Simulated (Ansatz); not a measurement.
Convergence study of zone-centre phonons against the mesh for NiAl (Pm-3m, 2 atoms in the cell)

```
CELL_PARAMETERS angstrom
      2.88133     0.00000     0.00000
      0.00000     2.88133     0.00000
      0.00000     0.00000     2.88133
ATOMIC_POSITIONS crystal
  Al 0.50000 0.50000 0.50000
  Ni 0.00000 0.00000 0.00000
```

Computed with LDA (PW92), default PAW files made with PBE (plane waves; Ansatz, a first-principles code).

Base settings: basis.ecutwfc = 420 eV; kpoints.mp_grid.grid = 11 11 11; hamiltonian.xc = lda; hamiltonian.pseudopotentials = {kind: paw} (the program's default PAW files); scf.occupations.method = fermi_dirac; scf.occupations.width = 0.1 eV.

In this ladder: phonons.method = dfpt.

Frequencies are those of the unrelaxed cell, without the LO-TO term of polar crystals.

Only quantities that move along the ladder and can be compared are tabulated.

Core times come from one kind of shared machine, to one figure; runs under 30 s give none.

The starting cell has typed, rounded lattice constants, without a prior relaxation at this level. Its lattice was rescaled by up to half a per cent. Spin polarisation is off. In the base run, with a pressure of about -8 GPa the cell is away from its equilibrium volume at this level.

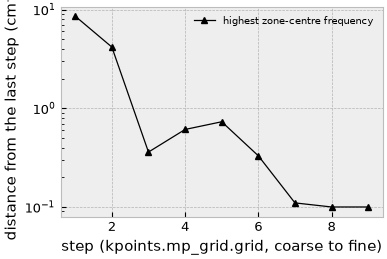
Fig. 1. Distance from the last step along the ladder; very small values are drawn at a floor.

| kpoints.mp_grid.grid | highest zone-centre frequency (cm⁻¹) | core time / last (rough) |
|---|---|---|
| 3 3 3 | 284.6 | – |
| 4 4 4 | 271.9 | – |
| 5 5 5 | 276.4 | – |
| 6 6 6 | 276.6 | – |
| 7 7 7 | 275.3 | – |
| 9 9 9 | 275.7 | – |
| 13 13 13 | 275.9 | – |
| 17 17 17 | 276.0 | 0.4 |
| 21 21 21 | 276.0 | 0.6 |
| 26 26 26 | 276.0 | 1 |

Coarsest kpoints.mp_grid.grid that holds the highest zone-centre frequency within 1 cm⁻¹ of the last step, with all finer ones: 5 5 5; the step before is off by 4.2 cm⁻¹.

Keys are those of Ansatz 0.2.
